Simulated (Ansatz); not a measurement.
# C2H9NSi2: from a rough start to a minimum

What shape does C2H9NSi2 take? The plan is to relax it, then compute its harmonic vibrations to see whether it is a minimum and to get the zero-point energy and entropy, and look at its orbitals and charge.

Method: RKS PBE0-D4/def2-TZVP; program: Ansatz 0.2.0, Gaussian basis.

The runs, in order: relaxation at PBE-D4/def2-SVP; relaxation at PBE0-D4/def2-TZVP; harmonic vibrations at the same level; a single point in def2-TZVPP for the fields.

**1. The starting structure**

SMILES `C=C[SiH2]N[SiH3]`, 14 atoms, charge 0, spin multiplicity 1.

Atoms are counted from 1 here; the program's logs count them from 0.

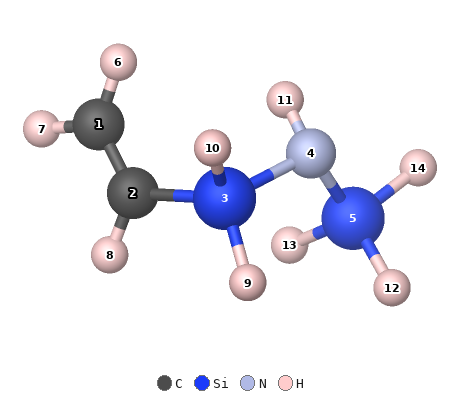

Start geometry, drawn with carbon dark grey, silicon blue, nitrogen light blue, hydrogen pink; atoms are numbered from 1 in the order of the file.

Coordinates:

```
C    -2.3414    0.1063    0.1791
C    -1.4234   -0.2236   -0.6798
Si    0.0684   -1.1514   -0.2747
N     1.0734   -0.2854    0.8806
Si    1.9794    0.8612    0.1345
H    -2.3627   -0.0671    1.2270
H    -3.2274    0.7051   -0.1888
H    -1.4628    0.0484   -1.7378
H     0.8990   -1.4468   -1.4285
H    -0.2921   -2.4174    0.4138
H     0.3577    0.1499    1.5604
H     2.9936    0.2295   -0.7137
H     1.0845    1.8602   -0.6037
H     2.6407    1.6019    1.2605
```

The start is a force-field geometry with small random shifts, so a cheaper pass at PBE-D4/def2-SVP comes first.

**2. Relaxation at PBE-D4/def2-SVP (cheap first pass)**

File in.yaml:

```yaml
crystal:
  periodic: [false, false, false]
  atoms:
    - {symbol: C, position_ang: [-2.341400, 0.106300, 0.179100]}
    - {symbol: C, position_ang: [-1.423400, -0.223600, -0.679800]}
    - {symbol: Si, position_ang: [0.068400, -1.151400, -0.274700]}
    - {symbol: N, position_ang: [1.073400, -0.285400, 0.880600]}
    - {symbol: Si, position_ang: [1.979400, 0.861200, 0.134500]}
    - {symbol: H, position_ang: [-2.362700, -0.067100, 1.227000]}
    - {symbol: H, position_ang: [-3.227400, 0.705100, -0.188800]}
    - {symbol: H, position_ang: [-1.462800, 0.048400, -1.737800]}
    - {symbol: H, position_ang: [0.899000, -1.446800, -1.428500]}
    - {symbol: H, position_ang: [-0.292100, -2.417400, 0.413800]}
    - {symbol: H, position_ang: [0.357700, 0.149900, 1.560400]}
    - {symbol: H, position_ang: [2.993600, 0.229500, -0.713700]}
    - {symbol: H, position_ang: [1.084500, 1.860200, -0.603700]}
    - {symbol: H, position_ang: [2.640700, 1.601900, 1.260500]}
basis:
  gaussian: {orbitals: def2-SVP}
hamiltonian: {xc: pbe, dispersion: d4}
relax: {f_tol: 0.03, max_steps: 200}
```

The run is started by

```sh
$ ansatz run in.yaml --threads 4 --pin off --events-out ev --progress --plain --max-ram 10444MiB
```

Standard output, shortened:

```text
Functional definition: PBE
  name "PBE"
  cite "Perdew, Burke & Ernzerhof, Phys. Rev. Lett. 77, 3865 (1996) doi:10.1103/PhysRevLett.77.3865"
  parent pbe
[...]
1402 factors; their error is unknown
[...]
mean field -19444.22332181 eV, -714.5620273087 hartree, gradient 1.4e-5 eV, S^2 0.000000; 0 other end points of the search recorded, 0 dependent functions left out
[...]
reference -19444.22336291 eV, -714.5620288191 hartree; 28, 28 occupied and 95, 95 virtual orbitals, 1402 factors
relax step   1: F+E_penalty+E_count = -19444.57131803 eV  Δ(F+E_penalty+E_count) = +0.000e0 eV  max|allowed force component| = 3.387e0 eV/Å  Δτ_max = 0.0000 Å  (29 SCF iters, accepted)
[...]
relax step   7: F+E_penalty+E_count = -19445.53213987 eV  Δ(F+E_penalty+E_count) = -2.578e-2 eV  max|allowed force component| = 1.129e-1 eV/Å  Δτ_max = 0.1999 Å  (27 SCF iters, accepted)
[...]
relax step  13: F+E_penalty+E_count = -19445.56279475 eV  Δ(F+E_penalty+E_count) = +2.050e-3 eV  max|allowed force component| = 2.735e-1 eV/Å  Δτ_max = 0.0465 Å  (30 SCF iters, rejected (line search))
[...]
relax step  19: F+E_penalty+E_count = -19445.57194196 eV  Δ(F+E_penalty+E_count) = -3.426e-4 eV  max|allowed force component| = 3.584e-2 eV/Å  Δτ_max = 0.0558 Å  (31 SCF iters, accepted)
[...]
reference -19445.25953248 eV, -714.6001073484 hartree; 28, 28 occupied and 95, 95 virtual orbitals, 1402 factors
Total energy: -19445.57330453 eV, -714.6116382583 hartree
Atom 0 at    -2.931780    -0.554154    -0.061090 Å, force    -0.010100    -0.004531     0.014683 eV/Å
Atom 1 at    -1.765959    -0.124833    -0.585823 Å, force     0.010048     0.013657    -0.020259 eV/Å
Atom 2 at    -0.095957    -0.805946    -0.065137 Å, force     0.006785    -0.005727     0.005174 eV/Å
Atom 3 at     0.934401     0.456067     0.591065 Å, force    -0.003834     0.008335     0.005586 eV/Å
Atom 4 at     2.560095     0.926662     0.135798 Å, force     0.000294     0.002459     0.004289 eV/Å
Atom 5 at    -2.961532    -1.346527     0.708927 Å, force    -0.000804     0.008819    -0.005390 eV/Å
Atom 6 at    -3.908690    -0.142558    -0.370899 Å, force    -0.000158    -0.006990    -0.002508 eV/Å
Atom 7 at    -1.796895     0.674072    -1.352123 Å, force    -0.000481    -0.006906     0.013995 eV/Å
Atom 8 at     0.658649    -1.374385    -1.235831 Å, force     0.001383    -0.000281     0.000728 eV/Å
Atom 9 at    -0.378520    -1.903303     0.934701 Å, force     0.000513     0.004907    -0.003579 eV/Å
Atom 10 at     0.525212     0.981062     1.372796 Å, force     0.007366    -0.005842    -0.009749 eV/Å
Atom 11 at     2.949395     0.090703    -1.049997 Å, force     0.000031     0.001823     0.002616 eV/Å
Atom 12 at     2.636102     2.387568    -0.237500 Å, force    -0.000451    -0.011795     0.006034 eV/Å
Atom 13 at     3.562381     0.706371     1.244012 Å, force    -0.010591     0.002074    -0.011622 eV/Å
Dipole moment:    -0.224068     0.127204     0.109378 e Å
```

Wall time 32 s (4 threads of Arm Neoverse V2, shared host).

The steps of the relaxation: (the energy doesn't fall at every step)

| step | energy from step 1 (eV) | largest force component (eV/Å) |
| --- | --- | --- |
| 1 | 0.0000 | 3.3870 |
| 2 | -0.6787 | 1.8898 |
| 3 | -0.8516 | 0.5713 |
| 4 | -0.9017 | 0.2318 |
| 5 | -0.9236 | 0.3399 |
| 6 | -0.9350 | 0.5412 |
| 7 | -0.9608 | 0.1129 |
| 8 | -0.9756 | 0.0642 |
| 9 | -0.9813 | 0.3291 |
| 10 | -0.9871 | 0.1936 |
| 11 | -0.9900 | 0.1293 |
| 12 | -0.9935 | 0.1008 |
| 13 | -0.9915 | 0.2735 |
| 14 | -0.9967 | 0.0600 |
| 15 | -0.9982 | 0.0173 |
| 16 | -0.9993 | 0.0480 |
| 17 | -0.9998 | 0.0375 |
| 18 | -1.0003 | 0.0301 |
| 19 | -1.0006 | 0.0358 |
| 20 | -1.0009 | 0.0443 |
| 21 | -1.0007 | 0.0602 |
| 22 | -1.0011 | 0.0258 |
| 23 | -1.0013 | 0.0425 |
| 24 | -1.0015 | 0.0485 |
| 25 | -1.0016 | 0.0374 |
| 26 | -1.0017 | 0.0257 |
| 27 | -1.0019 | 0.0203 |

The force was under the threshold of 0.03 eV/Å already at step 15, but the program went on to step 27.

Distances of close pairs at the start and the end, largest changes first:

| bond | before (Å) | after (Å) | change (Å) |
| --- | --- | --- | --- |
| N4–Si5 | 1.641 | 1.753 | +0.112 |
| C2–Si3 | 1.803 | 1.877 | +0.074 |
| Si3–H9 | 1.452 | 1.504 | +0.052 |
| N4–H11 | 1.079 | 1.027 | -0.052 |
| C1–C2 | 1.300 | 1.349 | +0.049 |
| C1–H6 | 1.062 | 1.105 | +0.043 |
| Si5–H12 | 1.465 | 1.502 | +0.037 |
| C1–H7 | 1.131 | 1.104 | -0.026 |

**3. Geometry optimisation, PBE0-D4/def2-TZVP**

File in.yaml:

```yaml
crystal:
  periodic: [false, false, false]
  atoms:
    - {symbol: C, position_ang: [-2.931780, -0.554154, -0.061090]}
    - {symbol: C, position_ang: [-1.765959, -0.124833, -0.585823]}
    - {symbol: Si, position_ang: [-0.095957, -0.805946, -0.065137]}
    - {symbol: N, position_ang: [0.934401, 0.456067, 0.591065]}
    - {symbol: Si, position_ang: [2.560095, 0.926662, 0.135798]}
    - {symbol: H, position_ang: [-2.961532, -1.346527, 0.708927]}
    - {symbol: H, position_ang: [-3.908690, -0.142558, -0.370899]}
    - {symbol: H, position_ang: [-1.796895, 0.674072, -1.352123]}
    - {symbol: H, position_ang: [0.658649, -1.374385, -1.235831]}
    - {symbol: H, position_ang: [-0.378520, -1.903303, 0.934701]}
    - {symbol: H, position_ang: [0.525212, 0.981062, 1.372796]}
    - {symbol: H, position_ang: [2.949395, 0.090703, -1.049997]}
    - {symbol: H, position_ang: [2.636102, 2.387568, -0.237500]}
    - {symbol: H, position_ang: [3.562381, 0.706371, 1.244012]}
basis:
  gaussian: {orbitals: def2-TZVP}
hamiltonian: {xc: pbe0, dispersion: d4}
relax: {f_tol: 0.005, max_steps: 150}
```

Launched as before.

Standard output, shortened:

```text
Functional definition: PBE0
  name "PBE0"
  cite "Adamo & Barone, J. Chem. Phys. 110, 6158 (1999) doi:10.1063/1.478522"
  cite "Perdew, Burke & Ernzerhof, Phys. Rev. Lett. 77, 3865 (1996) doi:10.1103/PhysRevLett.77.3865"
  parent pbe
[...]
1447 factors; their error is unknown
[...]
mean field -19457.18997773 eV, -715.0385431246 hartree, gradient 2.8e-5 eV, S^2 0.000000; 0 other end points of the search recorded, 0 dependent functions left out
[...]
reference -19457.19001731 eV, -715.0385445791 hartree; 28, 28 occupied and 193, 193 virtual orbitals, 1447 factors
relax step   1: F+E_penalty+E_count = -19457.45686872 eV  Δ(F+E_penalty+E_count) = +0.000e0 eV  max|allowed force component| = 5.568e-1 eV/Å  Δτ_max = 0.0000 Å  (28 SCF iters, accepted)
[...]
Atom 4 at     2.526514     0.905919     0.132734 Å, force    -0.000619    -0.000033     0.001144 eV/Å
Atom 5 at    -2.899942    -1.333158     0.696124 Å, force    -0.001661     0.000297    -0.000259 eV/Å
Atom 6 at    -3.857727    -0.167278    -0.364746 Å, force     0.000095    -0.002107     0.001549 eV/Å
Atom 7 at    -1.793737     0.672795    -1.338710 Å, force    -0.000572     0.000273     0.000507 eV/Å
Atom 8 at     0.650622    -1.352170    -1.215293 Å, force    -0.000337    -0.001202     0.000194 eV/Å
Atom 9 at    -0.379719    -1.855313     0.929216 Å, force     0.000525     0.000563     0.001007 eV/Å
Atom 10 at     0.524722     0.980090     1.352104 Å, force    -0.003013     0.000400     0.001544 eV/Å
Atom 11 at     2.907658     0.084117    -1.042049 Å, force    -0.000436    -0.000372    -0.001093 eV/Å
Atom 12 at     2.605706     2.349672    -0.224817 Å, force     0.000763    -0.000029     0.000961 eV/Å
Atom 13 at     3.507517     0.674748     1.229755 Å, force    -0.000242    -0.000728    -0.000305 eV/Å
Dipole moment:    -0.236035     0.133184     0.110825 e Å
```

It took 26 s on 4 threads of Arm Neoverse V2, shared host; peak memory 0.63 GiB.

Along the way:

| step | energy from step 1 (eV) | largest force component (eV/Å) |
| --- | --- | --- |
| 1 | 0.0000 | 0.5568 |
| 2 | -0.0690 | 0.2869 |
| 3 | -0.0750 | 0.1430 |
| 4 | -0.0772 | 0.0867 |
| 5 | -0.0776 | 0.0336 |
| 6 | -0.0777 | 0.0126 |
| 7 | -0.0777 | 0.0048 |

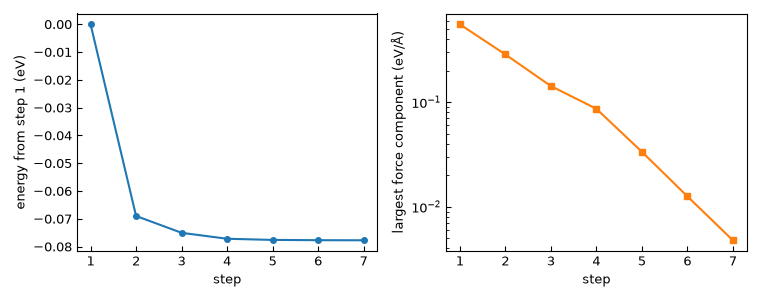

Energy and force, step by step.

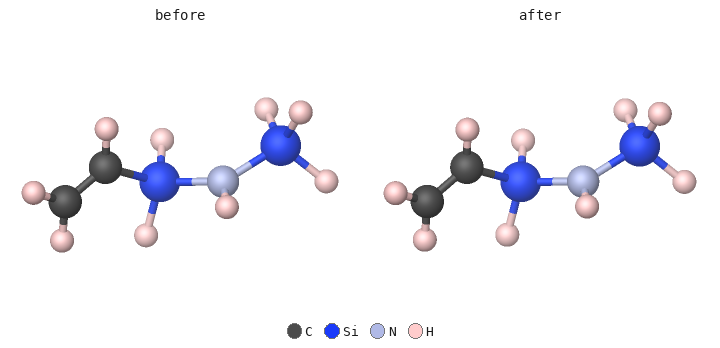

Before and after, at one scale.

Close pairs (by a distance rule), those that changed most:

| bond | before (Å) | after (Å) | change (Å) |
| --- | --- | --- | --- |
| Si3–N4 | 1.756 | 1.727 | -0.029 |
| N4–Si5 | 1.753 | 1.725 | -0.028 |
| Si5–H14 | 1.510 | 1.490 | -0.021 |
| Si5–H13 | 1.510 | 1.489 | -0.020 |
| Si3–H10 | 1.511 | 1.491 | -0.020 |
| C2–Si3 | 1.877 | 1.858 | -0.020 |
| Si5–H12 | 1.502 | 1.483 | -0.019 |
| Si3–H9 | 1.504 | 1.486 | -0.018 |

Mulliken charges at the end point, from the run's report:

C1 -0.24; C2 -0.25; Si3 0.34; N4 -0.51; Si5 0.23; H6 0.13; H7 0.13; H8 0.12; H9 -0.03; H10 -0.05; H11 0.22; H12 -0.02; H13 -0.04; H14 -0.04

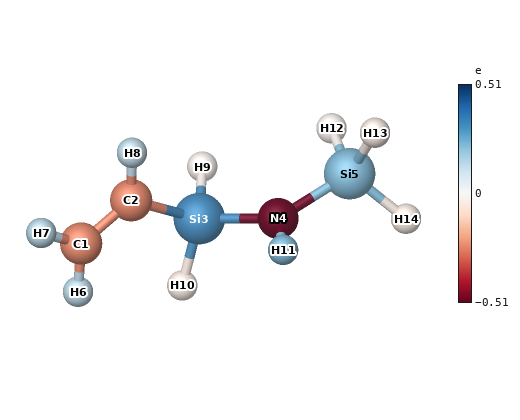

Mulliken charges at the end point, from the run's report, as colours on the atoms.

**4. Vibrations by finite differences**

File in.yaml:

```yaml
crystal:
  periodic: [false, false, false]
  atoms:
    - {symbol: C, position_ang: [-2.888223, -0.554073, -0.062069]}
    - {symbol: C, position_ang: [-1.746831, -0.111691, -0.584186]}
    - {symbol: Si, position_ang: [-0.093441, -0.779612, -0.063337]}
    - {symbol: N, position_ang: [0.923782, 0.456753, 0.584172]}
    - {symbol: Si, position_ang: [2.526514, 0.905919, 0.132734]}
    - {symbol: H, position_ang: [-2.899942, -1.333158, 0.696124]}
    - {symbol: H, position_ang: [-3.857727, -0.167278, -0.364746]}
    - {symbol: H, position_ang: [-1.793737, 0.672795, -1.338710]}
    - {symbol: H, position_ang: [0.650622, -1.352170, -1.215293]}
    - {symbol: H, position_ang: [-0.379719, -1.855313, 0.929216]}
    - {symbol: H, position_ang: [0.524722, 0.980090, 1.352104]}
    - {symbol: H, position_ang: [2.907658, 0.084117, -1.042049]}
    - {symbol: H, position_ang: [2.605706, 2.349672, -0.224817]}
    - {symbol: H, position_ang: [3.507517, 0.674748, 1.229755]}
basis:
  gaussian: {orbitals: def2-TZVP}
hamiltonian: {xc: pbe0, dispersion: d4}
phonons: {temperatures: {t_min: 298.15, t_max: 900, t_step: 200}}
```

Same command.

Standard output, shortened:

```text
Functional definition: PBE0
  name "PBE0"
  cite "Adamo & Barone, J. Chem. Phys. 110, 6158 (1999) doi:10.1063/1.478522"
  cite "Perdew, Burke & Ernzerhof, Phys. Rev. Lett. 77, 3865 (1996) doi:10.1103/PhysRevLett.77.3865"
  parent pbe
[...]
1447 factors; their error is unknown
[...]
mean field -19457.26445485 eV, -715.0412801081 hartree, gradient 2.7e-5 eV, S^2 0.000000; 0 other end points of the search recorded, 0 dependent functions left out
[...]
reference -19457.26449403 eV, -715.0412815480 hartree; 28, 28 occupied and 193, 193 virtual orbitals, 1447 factors
[...]
1447 factors; their error is unknown
mean field -19457.26417826 eV, -715.0412699439 hartree, gradient 1.6e-6 eV, S^2 0.000000; 0 other end points of the search recorded, 0 dependent functions left out
[...]
reference -19457.26421745 eV, -715.0412713838 hartree; 28, 28 occupied and 193, 193 virtual orbitals, 1447 factors
[...]
Atom 7 at    -1.793737     0.672795    -1.338710 Å, force    -0.000567     0.000266     0.000505 eV/Å
Atom 8 at     0.650622    -1.352170    -1.215293 Å, force    -0.000342    -0.001207     0.000201 eV/Å
Atom 9 at    -0.379719    -1.855313     0.929216 Å, force     0.000538     0.000556     0.001015 eV/Å
Atom 10 at     0.524722     0.980090     1.352104 Å, force    -0.003022     0.000407     0.001543 eV/Å
Atom 11 at     2.907658     0.084117    -1.042049 Å, force    -0.000422    -0.000360    -0.001098 eV/Å
Atom 12 at     2.605706     2.349672    -0.224817 Å, force     0.000764    -0.000036     0.000965 eV/Å
Atom 13 at     3.507517     0.674748     1.229755 Å, force    -0.000232    -0.000730    -0.000293 eV/Å
Dipole moment:    -0.236035     0.133184     0.110826 e Å
Vibrations: 27.69 39.04 74.95 181.01 220.28 282.25 393.36 494.41 602.30 620.97 696.87 713.85 751.04 825.50 885.61 934.09 940.91 961.13 963.55 997.87 1007.95 1021.40 1049.21 1210.64 1290.26 1439.86 1669.00 2191.27 2199.20 2209.55 2225.17 2246.37 3125.49 3139.61 3209.30 3593.17 cm⁻¹, [...]
```

Run time: 3.1 min. Hardware: 4 threads of Arm Neoverse V2, shared host; peak memory 0.65 GiB.

Motions are named by where the mode's potential energy lies. The modes, unscaled (a negative number is an imaginary wavenumber):

| mode | cm⁻¹ | motion |
| --- | --- | --- |
| 1 | 28 | torsion |
| 2 | 39 | torsion |
| 3 | 75 | torsion |
| 4 | 181 | bend |
| 5 | 220 | bend |
| 6 | 282 | bend |
| 7 | 393 | torsion |
| 8 | 494 | torsion |
| 9 | 602 | torsion with bend |
| 10 | 621 | bend with Si–N stretch |
| 11 | 697 | Si–C stretch with bend |
| 12 | 714 | bend |
| 13 | 751 | bend |
| 14 | 826 | bend |
| 15 | 886 | bend with torsion |
| 16 | 934 | bend with torsion |
| 17 | 941 | bend with torsion |
| 18 | 961 | bend with torsion |
| 19 | 964 | Si–N stretch with bend |
| 20 | 998 | bend |
| 21 | 1008 | torsion with out-of-plane bend |
| 22 | 1021 | bend |
| 23 | 1049 | torsion |
| 24 | 1211 | bend |
| 25 | 1290 | bend |
| 26 | 1440 | bend |
| 27 | 1669 | C–C stretch |
| 28 | 2191 | Si–H stretch |
| 29 | 2199 | Si–H stretch |
| 30 | 2210 | Si–H stretch |
| 31 | 2225 | Si–H stretch |
| 32 | 2246 | Si–H stretch |
| 33 | 3125 | C–H stretch |
| 34 | 3140 | C–H stretch |
| 35 | 3209 | C–H stretch |
| 36 | 3593 | N–H stretch |

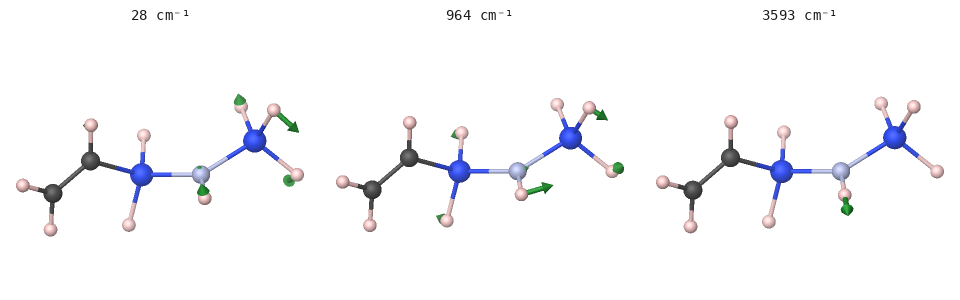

Displacements of 3 modes, as arrows.

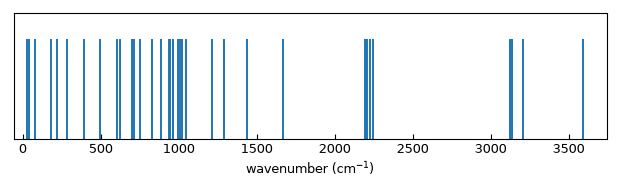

The harmonic wavenumbers as sticks (no intensities were computed).

Ideal gas, rigid rotor and harmonic oscillator at 298.15 K and 1 bar, with symmetry number 1:

| term | value |
| --- | --- |
| zero-point energy | 63.5 kcal/mol |
| H(298) − E | 69.5 kcal/mol |
| entropy, translation | 166.7 J/(mol K) |
| entropy, rotation | 114.8 J/(mol K) |
| entropy, vibration | 107.6 J/(mol K) |
| entropy, total | 389.1 J/(mol K) |

**5. A single point for the fields**

Changes to in.yaml since step 4:

```diff
@@ -18,4 +18,4 @@
 basis:
-  gaussian: {orbitals: def2-TZVP}
+  gaussian: {orbitals: def2-TZVPP}
 hamiltonian: {xc: pbe0, dispersion: d4}
-phonons: {temperatures: {t_min: 298.15, t_max: 900, t_step: 200}}
+output: {orbitals: {seedname: orbitals}}
```

Launched as before.

Standard output:

```text
Functional definition: PBE0
  name "PBE0"
  cite "Adamo & Barone, J. Chem. Phys. 110, 6158 (1999) doi:10.1063/1.478522"
  cite "Perdew, Burke & Ernzerhof, Phys. Rev. Lett. 77, 3865 (1996) doi:10.1103/PhysRevLett.77.3865"
  parent pbe
  parameter a = 0.25
  parameter kappa = 0.804
  parameter beta = 0.06672455060314922
  exchange = (1 - a)*pbe_x(kappa = kappa, mu = beta*pi^2/3) + a*exact_x
  correlation = pbe_c(beta = beta)
1628 factors; their error is unknown
mean field evaluation 1: about -19446.8357 eV, gradient 7.2e1 eV
mean field evaluation 2: about -19436.5730 eV, gradient 9.4e1 eV
mean field evaluation 4: about -19457.2261 eV, gradient 5.9e0 eV
mean field evaluation 8: about -19457.3092 eV, gradient 1.2e-1 eV
mean field evaluation 16: about -19457.3442 eV, gradient 7.9e-5 eV
mean field -19457.34422345 eV, -715.0442115500 hartree, gradient 7.9e-5 eV, S^2 0.000000; 0 other end points of the search recorded, 0 dependent functions left out
reference -19457.34426250 eV, -715.0442129853 hartree; 28, 28 occupied and 275, 275 virtual orbitals, 1628 factors
Total energy: -19457.61438194 eV, -715.0541396916 hartree
```

It took 3.3 s on 4 threads of Arm Neoverse V2, shared host; peak memory 0.87 GiB.

Orbitals, density, ELF and potential are computed afterwards from the orbital file.

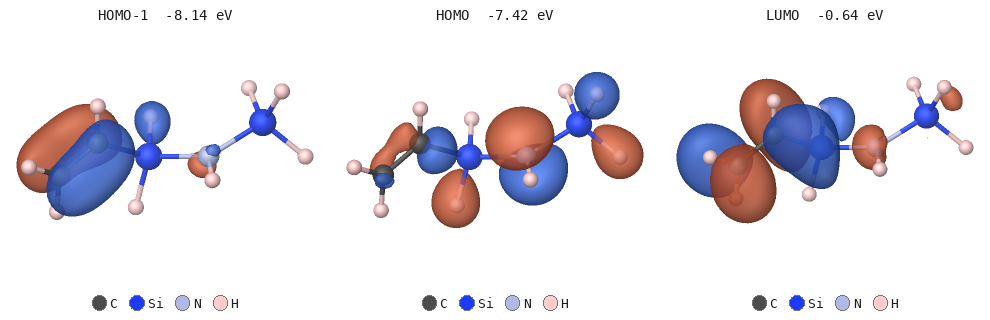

PBE0-D4/def2-TZVPP orbitals near the gap, drawn at the value that encloses 70 % of each; the two colours are the two signs.

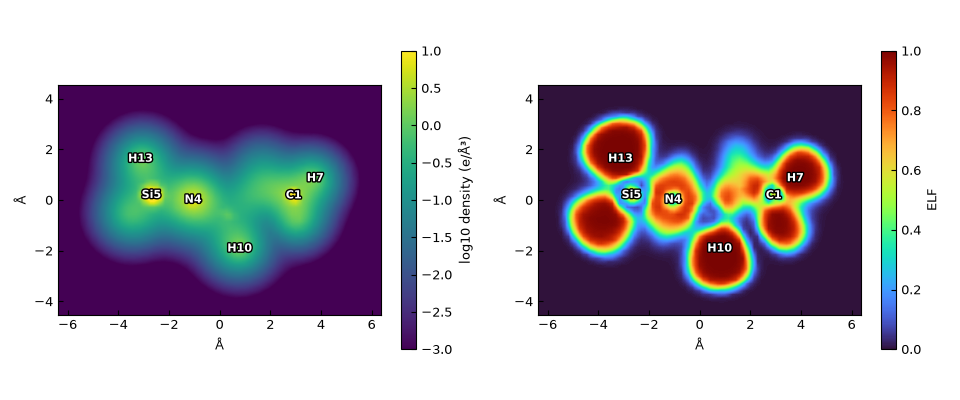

Density (left) and ELF (right) in a plane through or near 6 of the atoms.

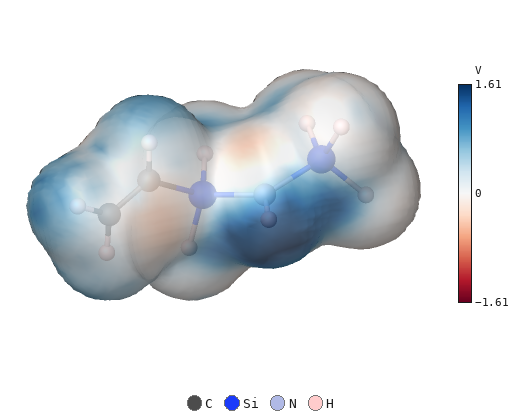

The potential that a unit positive charge feels on the 0.002 e/bohr³ surface, from the 1st to the 99th percentile, from -0.44 V near C2 to 1.61 V near H11.

**6. Outcome**

| quantity | value |
| --- | --- |
| point group | C1 |
| steps | 27 + 7 |
| shift from the start (rms) | 0.925 Å |
| total energy | -19457.5346 eV |
| dispersion term | -270 meV |
| dipole moment | 1.41 D |
| lowest, highest wavenumber | 28, 3593 cm⁻¹ |
| zero-point energy | 63.5 kcal/mol |
| entropy at 298.15 K | 389.1 J/(mol K) |
| HOMO, LUMO | -7.42, -0.64 eV |

What this shows: The relaxed geometry lies 0.93 Å (rms) from the start; the bond that changed most is N4–Si5, from 1.641 to 1.725 Å. No mode is imaginary: a true minimum at this level. The stiffest mode, 3593 cm⁻¹, is an N–H stretch, and 4 modes under 200 cm⁻¹ make the vibrational entropy uncertain. Harmonic hybrid wavenumbers usually lie a few per cent above measured fundamentals. The largest Mulliken charge, -0.51 e, sits on N4. The HOMO lies mostly on N4 50 %; H10, H13, H14 about 9 % each and the LUMO on C1, C2 about 25 % each; H6, H7 about 8 % each.
